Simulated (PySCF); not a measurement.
## SiH3O2: geometry relaxation

- system: SiH3O2, multiplicity 2, SMILES O[SiH]O
- method: PBE0-D3(BJ)/def2-SVP geometry optimisation, gas phase (PySCF 2.14.0)

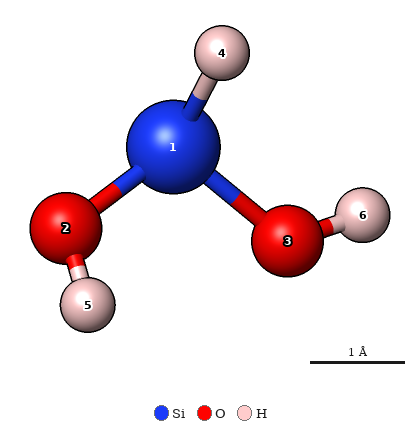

*The starting structure (ball-and-stick view, seen at a tilt; atoms are numbered from 1 in the order of the input).*

Bond lengths as drawn: H–O 0.95 to 0.96 Å, H–Si 1.46 Å and O–Si 1.59 to 1.62 Å.

### Summary

```json
{"quantity": "outcome", "value": "converged"}
{"quantity": "total energy", "value": "−441.278932 hartree"}
{"quantity": "⟨S²⟩", "value": "0.752"}
{"quantity": "dipole moment", "value": "2.13 D"}
{"quantity": "point group", "value": "C1"}
{"quantity": "hardware", "value": "1 CPU thread, shared host"}
{"quantity": "wall time", "value": "32 s"}
{"quantity": "peak memory", "value": "0.33 GiB"}
```

### Input
```
{"job": {"xc": "PBE0", "basis": "def2-SVP", "d3": "d3bj", "grid": 2, "kind": "geom", "shake": 0.01}, "charge": 0, "multiplicity": 2}
Si    -0.465680    -0.145339    -0.462267
O     -0.236266    -1.454711     0.416992
O      0.883187     0.750524    -0.349090
H     -1.566602     0.665248     0.054078
H      0.400088    -1.426378     1.127433
H      1.006315     1.578651    -0.810236
```

The first line tells a small driver script what to run in PySCF; the rest is the geometry in Å.

Command:
```bash
OMP_NUM_THREADS=1 python <driver script> task.json out
```

### The program's output
```
step   0  E = -441.27130396  max force = 0.035850
step   1  E = -441.27677499  max force = 0.002651
step   2  E = -441.27686937  max force = 0.001390
step   3  E = -441.27716097  max force = 0.002761
step   4  E = -441.27754729  max force = 0.005770
step   5  E = -441.27768183  max force = 0.009751
step   6  E = -441.27828281  max force = 0.003692
step   7  E = -441.27869205  max force = 0.002615
step   8  E = -441.27883644  max force = 0.001346
step   9  E = -441.27886080  max force = 0.000521
step  10  E = -441.27888307  max force = 0.000582
step  11  E = -441.27890598  max force = 0.001258
step  12  E = -441.27892441  max force = 0.001244
step  13  E = -441.27893125  max force = 0.000566
step  14  E = -441.27893216  max force = 0.000126
optimisation converged
```

### Trajectory as extended XYZ (Å, eV, eV/Å), 15 frames, from step=0 to step=14
```
6
Properties=species:S:1:pos:R:3:forces:R:3 step=0 energy=-12007.60379
Si   -0.4657   -0.1453   -0.4623   -0.9054   0.8023  -1.7299
O    -0.2363   -1.4547    0.4170    0.0557  -1.8435   0.9726
O     0.8832    0.7505   -0.3491    1.4205   0.5321   0.2261
H    -1.5666    0.6653    0.0541   -0.8379   0.4319   0.2967
H     0.4001   -1.4264    1.1274    0.3405  -0.0593   0.3533
H     1.0063    1.5787   -0.8102   -0.0735   0.1364  -0.1187
6
Properties=species:S:1:pos:R:3:forces:R:3 step=1 energy=-12007.75267
Si   -0.4999   -0.1370   -0.4987    0.0646  -0.0022  -0.0411
O    -0.2637   -1.4846    0.4330   -0.1363  -0.0766   0.0218
O     0.9137    0.7386   -0.3559    0.0391   0.0043   0.0388
H    -1.6644    0.6628    0.0320   -0.0656   0.0352   0.0050
H     0.4820   -1.4640    1.0401    0.1125   0.0126   0.0045
H     0.9847    1.5686   -0.8347   -0.0143   0.0267  -0.0291
6
Properties=species:S:1:pos:R:3:forces:R:3 step=2 energy=-12007.75523
Si   -0.4992   -0.1378   -0.4930    0.0181   0.0254  -0.0644
O    -0.2690   -1.4843    0.4439   -0.0636  -0.0196   0.0715
O     0.9134    0.7411   -0.3499    0.0222   0.0061   0.0382
H    -1.6712    0.6680    0.0228   -0.0105  -0.0108   0.0046
H     0.4956   -1.4692    1.0299    0.0478   0.0005  -0.0384
H     0.9829    1.5666   -0.8378   -0.0140  -0.0017  -0.0116
6
Properties=species:S:1:pos:R:3:forces:R:3 step=3 energy=-12007.76317
Si   -0.4995   -0.1437   -0.4810   -0.0780   0.0985  -0.0099
O    -0.2925   -1.4656    0.5033    0.1358   0.1087   0.1270
O     0.9073    0.7467   -0.3216   -0.0182   0.0175  -0.0110
H    -1.6911    0.6794   -0.0126    0.0918  -0.1341  -0.0210
H     0.5532   -1.4844    0.9733   -0.1420  -0.0330  -0.1155
H     0.9751    1.5519   -0.8455    0.0106  -0.0577   0.0304
6
Properties=species:S:1:pos:R:3:forces:R:3 step=4 energy=-12007.77368
Si   -0.4941   -0.1452   -0.4514   -0.1030   0.1433   0.0658
O    -0.3141   -1.4065    0.6235    0.2875   0.2055  -0.0039
O     0.8988    0.7726   -0.2816   -0.1125   0.0246  -0.0745
H    -1.7248    0.6732   -0.0678    0.1774  -0.2329  -0.0049
H     0.6156   -1.5399    0.8672   -0.2967  -0.0545  -0.0410
H     0.9710    1.5299   -0.8740    0.0474  -0.0861   0.0585
6
Properties=species:S:1:pos:R:3:forces:R:3 step=5 energy=-12007.77734
Si   -0.4501   -0.1326   -0.3909   -0.0480   0.1714   0.3784
O    -0.2761   -1.2649    0.8302    0.3320   0.0453  -0.5014
O     0.8909    0.8736   -0.2581   -0.2994  -0.0149  -0.2260
H    -1.7562    0.6018   -0.1142    0.2664  -0.1759  -0.0075
H     0.5794   -1.7126    0.7211   -0.3287   0.0318   0.2617
H     0.9645    1.5190   -0.9722    0.0778  -0.0577   0.0948
6
Properties=species:S:1:pos:R:3:forces:R:3 step=6 energy=-12007.79370
Si   -0.4694   -0.1323   -0.4154    0.0058   0.0477   0.1150
O    -0.3050   -1.3236    0.7415    0.1863   0.1762  -0.1898
O     0.8903    0.8386   -0.2686   -0.1600  -0.0002  -0.0685
H    -1.7424    0.6235   -0.0956    0.1047  -0.1290   0.0328
H     0.6045   -1.6495    0.7914   -0.1863  -0.0410   0.0735
H     0.9744    1.5275   -0.9374    0.0494  -0.0537   0.0370
6
Properties=species:S:1:pos:R:3:forces:R:3 step=7 energy=-12007.80483
Si   -0.4545   -0.1218   -0.4069    0.0573  -0.0537   0.0459
O    -0.2952   -1.2960    0.7630    0.0558   0.1345  -0.1259
O     0.8824    0.8767   -0.2766   -0.0899  -0.0028   0.0021
H    -1.7390    0.5910   -0.0873   -0.0156  -0.0100   0.0375
H     0.5785   -1.7012    0.7952   -0.0384  -0.0418   0.0397
H     0.9803    1.5356   -0.9715    0.0308  -0.0262   0.0007
6
Properties=species:S:1:pos:R:3:forces:R:3 step=8 energy=-12007.80876
Si   -0.4385   -0.1129   -0.3983    0.0194  -0.0692   0.0240
O    -0.2743   -1.2614    0.7898   -0.0144   0.0274  -0.0432
O     0.8682    0.9207   -0.2816   -0.0141   0.0201   0.0242
H    -1.7405    0.5586   -0.0765   -0.0423   0.0460   0.0068
H     0.5494   -1.7577    0.7929    0.0358  -0.0160   0.0063
H     0.9882    1.5370   -1.0103    0.0156  -0.0083  -0.0180
6
Properties=species:S:1:pos:R:3:forces:R:3 step=9 energy=-12007.80942
Si   -0.4438   -0.1135   -0.4012   -0.0017  -0.0229   0.0041
O    -0.2756   -1.2683    0.7783   -0.0174  -0.0022  -0.0045
O     0.8640    0.9176   -0.2773    0.0027   0.0268   0.0180
H    -1.7445    0.5637   -0.0747   -0.0151   0.0118   0.0044
H     0.5587   -1.7467    0.7970    0.0202  -0.0035  -0.0057
H     0.9937    1.5315   -1.0064    0.0114  -0.0100  -0.0164
6
Properties=species:S:1:pos:R:3:forces:R:3 step=10 energy=-12007.81003
Si   -0.4476   -0.1114   -0.3993   -0.0124   0.0251  -0.0262
O    -0.2731   -1.2714    0.7722   -0.0187  -0.0299   0.0298
O     0.8559    0.9248   -0.2700    0.0051   0.0234   0.0119
H    -1.7521    0.5625   -0.0718    0.0149  -0.0149   0.0062
H     0.5661   -1.7417    0.7947    0.0069   0.0088  -0.0114
H     1.0032    1.5216   -1.0099    0.0042  -0.0125  -0.0103
6
Properties=species:S:1:pos:R:3:forces:R:3 step=11 energy=-12007.81065
Si   -0.4517   -0.1075   -0.3965   -0.0173   0.0647  -0.0447
O    -0.2701   -1.2752    0.7655   -0.0077  -0.0497   0.0498
O     0.8435    0.9391   -0.2591    0.0028   0.0120   0.0031
H    -1.7616    0.5564   -0.0661    0.0327  -0.0315   0.0051
H     0.5753   -1.7348    0.7886   -0.0084   0.0170  -0.0112
H     1.0171    1.5063   -1.0165   -0.0022  -0.0125  -0.0021
6
Properties=species:S:1:pos:R:3:forces:R:3 step=12 energy=-12007.81115
Si   -0.4553   -0.1023   -0.3937   -0.0120   0.0640  -0.0392
O    -0.2674   -1.2787    0.7591    0.0038  -0.0432   0.0420
O     0.8296    0.9567   -0.2482   -0.0024  -0.0011  -0.0023
H    -1.7709    0.5460   -0.0586    0.0289  -0.0275   0.0028
H     0.5846   -1.7264    0.7806   -0.0141   0.0149  -0.0059
H     1.0319    1.4890   -1.0234   -0.0042  -0.0070   0.0027
6
Properties=species:S:1:pos:R:3:forces:R:3 step=13 energy=-12007.81134
Si   -0.4568   -0.0990   -0.3927   -0.0036   0.0291  -0.0169
O    -0.2664   -1.2807    0.7559    0.0057  -0.0173   0.0170
O     0.8219    0.9669   -0.2430   -0.0033  -0.0053  -0.0022
H    -1.7750    0.5379   -0.0535    0.0100  -0.0108   0.0005
H     0.5894   -1.7210    0.7761   -0.0068   0.0056  -0.0010
H     1.0392    1.4802   -1.0269   -0.0020  -0.0013   0.0026
6
Properties=species:S:1:pos:R:3:forces:R:3 step=14 energy=-12007.81137
Si   -0.4568   -0.0985   -0.3931    0.0000   0.0065  -0.0039
O    -0.2662   -1.2811    0.7555    0.0027  -0.0026   0.0033
O     0.8211    0.9680   -0.2426   -0.0015  -0.0029  -0.0008
H    -1.7752    0.5356   -0.0526    0.0006  -0.0025   0.0000
H     0.5904   -1.7197    0.7757   -0.0013   0.0012   0.0000
H     1.0392    1.4801   -1.0270   -0.0005   0.0004   0.0014
```

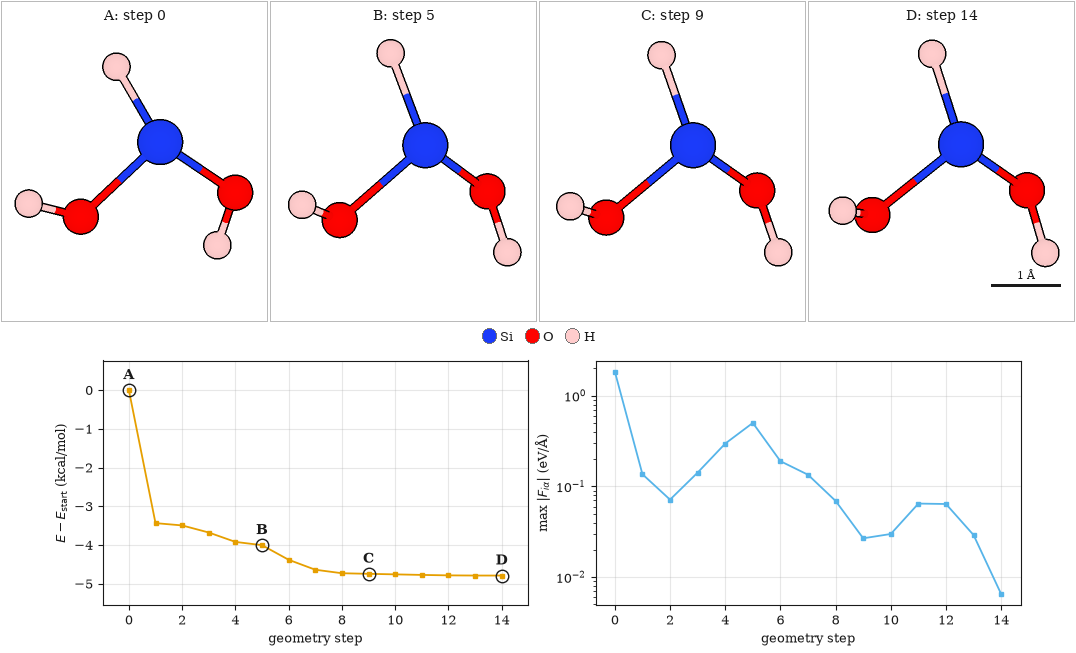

*Frames of the relaxation (ball-and-stick view, seen at an oblique angle) above the curves, on which the letters mark them (steps are counted from 0).*

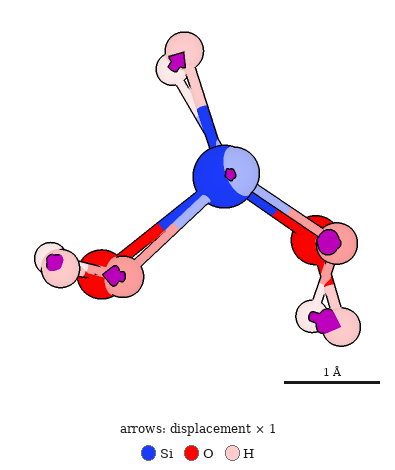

*Start (faint) and end (solid) with the displacements as pink arrows, at true length (ball-and-stick view, seen at an oblique angle). The two geometries are laid on each other by the best rigid fit.*

H5 moves most after the best rigid fit: 0.45 Å. By element the largest moves are H 0.45 Å, O 0.41 Å, Si 0.11 Å. Among the contacts that change: Si1–O2 1.594 → 1.660 Å, Si1–O3 1.623 → 1.671 Å, Si1–H4 1.461 → 1.502 Å, O2–H5 0.954 → 0.963 Å. Among the angles that change: O2–Si1–H4 111.7° → 104.2°, Si1–O3–H6 123.5° → 116.1°, O3–Si1–H4 107.2° → 112.4°. The energy falls by 4.79 kcal/mol in 14 geometry steps. Largest force component: 1.8 eV/Å at the start, 0.0065 eV/Å at the end. (Atoms are counted from 1 in the order of the input.)
